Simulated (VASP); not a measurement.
Shape and ions are relaxed at each volume.

Energy against volume of MgF2 (rutile). Computed with optB86b-vdW, VASP's PBE PAW potentials (set 64) (plane waves; VASP).

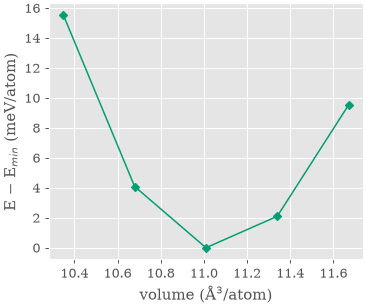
Figure. Energy against volume

**Question.** Estimate the equilibrium volume and the bulk modulus.

**Answer.** The minimum lies near 11.1 Å³/atom, and the curvature gives B0 of about 99 GPa.

The compound is MgF2 in the rutile structure. It was relaxed first.
